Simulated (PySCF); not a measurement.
| atom | x (Å) | y (Å) | z (Å) |
| --- | --- | --- | --- |
| C | -1.6384 | 0.3624 | -0.4431 |
| C | -0.1840 | 0.1604 | -0.8546 |
| C | 0.1998 | -1.3143 | -0.7962 |
| S | 0.3240 | -1.9071 | 0.9354 |
| Si | 0.9482 | 0.0037 | 1.6852 |
| Cl | 2.8419 | 0.0407 | 2.3786 |
| C | 0.7661 | 0.9528 | 0.0457 |
| H | -1.8062 | -0.0229 | 0.5601 |
| H | -1.8956 | 1.4189 | -0.4556 |
| H | -2.3030 | -0.1612 | -1.1265 |
| H | -0.0667 | 0.4898 | -1.8947 |
| H | 1.1712 | -1.4858 | -1.2599 |
| H | -0.5403 | -1.9460 | -1.2834 |
| H | 0.0400 | 0.4126 | 2.7456 |
| H | 0.3938 | 1.9654 | 0.1901 |
| H | 1.7417 | 1.0394 | -0.4381 |

Geometry: GFN2-xTB.

These are results of PySCF, PBE0/pcSseg-1, SCF density, gas phase, non-relativistic, not measurements.

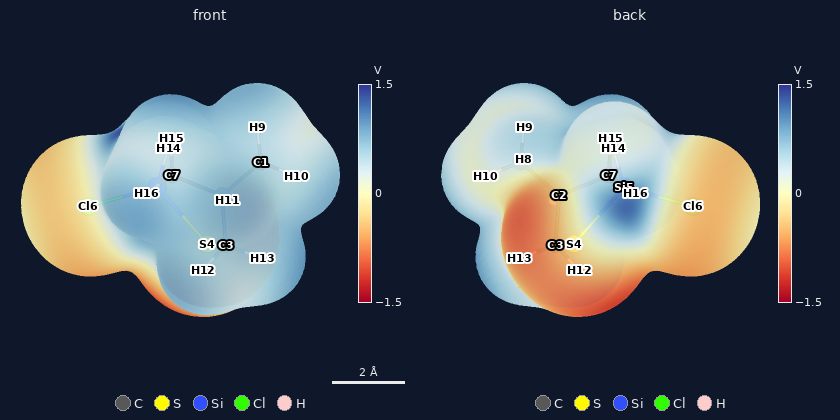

C4H9ClSSi. The electrostatic potential painted on the density surface at 0.002 e/bohr³, seen from the front and from behind; red is negative and blue positive.

### Describe the electrostatic potential map.

The most negative region (about −1.0 V, or −23 kcal/mol for a unit charge) lies over S4, the most positive (about +1.3 V, or +30 kcal/mol for a unit charge) over Si5.

### What dipole moment does the calculation give?

Its dipole moment is 2.97 D.
